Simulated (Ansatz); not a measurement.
## Electronic structure of HCl···H2Te in real space

Input file:

```
crystal:
  periodic: [false, false, false]
  atoms:
    - {symbol: Cl, position_ang: [0.234627, 0.769697, -2.568057]}
    - {symbol: H, position_ang: [0.344594, 0.306260, -1.360161]}
    - {symbol: Te, position_ang: [0.511051, -0.643558, 1.142212]}
    - {symbol: H, position_ang: [-1.036732, -1.221887, 1.036536]}
    - {symbol: H, position_ang: [-0.053540, 0.789490, 1.749571]}
basis:
  gaussian: {orbitals: "def2-TZVPPD.json"}
hamiltonian: {xc: pbe0, dispersion: d4}
output: {orbitals: {seedname: orbitals}}
```

Command:

```sh
ansatz run in.yaml --threads 2 --pin off --events-out ev --progress --plain --max-ram 5222MiB
```

Geometry: PBE0-D4/def2-TZVP; core potentials replace the inner electrons of Te.

Computed with Ansatz, RKS PBE0-D4/def2-TZVPPD.

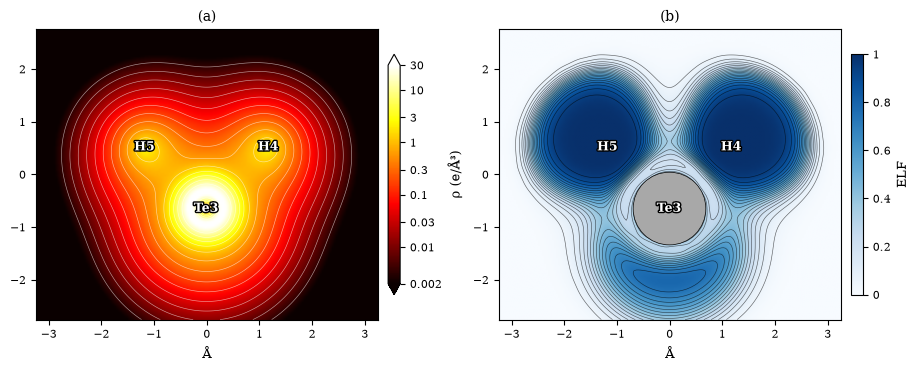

Figure 1. (a) electron density; (b) ELF on the plane of atoms H4, Te3 and H5. Grey discs cover the atomic cores in the ELF map.

Question: What does the map show?

Answer:
- Atoms in the plane: Te and H.
- Te–H (1.66 Å): ρ is about 1.3 e/Å³ halfway; the ELF climbs to about 1 towards the hydrogen, as it does in any bond to H.
- The ELF also peaks beside Te3, away from the bonds: lone-pair regions.

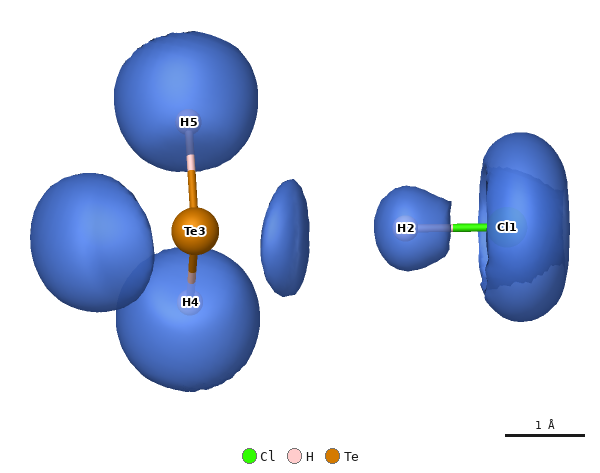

Figure 2. Isosurface of the electron localisation function at 0.85 (blue), seen at a tilt. Only the valence region is drawn (cores and ρ < 0.01 e/Å³ removed).

Question: What do the ELF domains correspond to?

Answer: At this value the surface marks out three regions around hydrogen nuclei, one ring or bowl of non-bonding electrons around Cl and two lobes on Te, pointing away from the bonds (lone pairs). Profiles from the grid: Te3···H2 (2.68 Å): the ELF dips to about 0.20 between them. Cl–H (1.30 Å): the ELF climbs to about 1 towards the hydrogen.

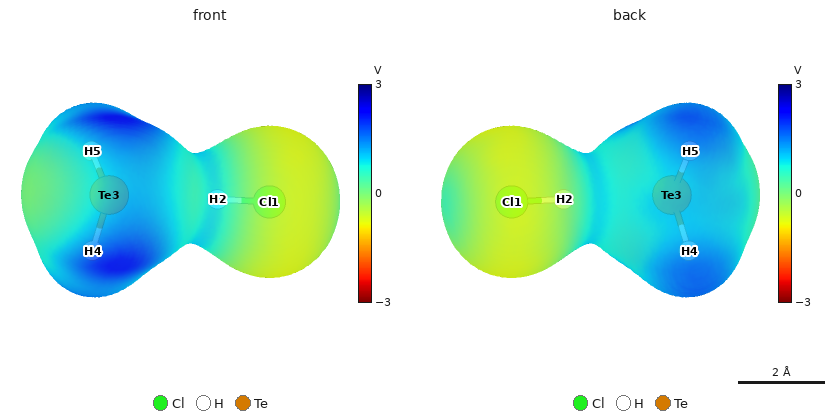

Figure 3. The molecular electrostatic potential painted on the density surface at 0.004 e/bohr³, seen from the front and from behind; the colour scale runs from red (negative) to blue (positive).

Question: Describe the electrostatic potential map.

Answer: The most negative region (about −0.7 V) lies over Cl1, the most positive (about +2.3 V) over Te3. Cl1 shows a σ-hole: about +0.5 V at the tip opposite its bond, against about −0.7 V on its flanks.
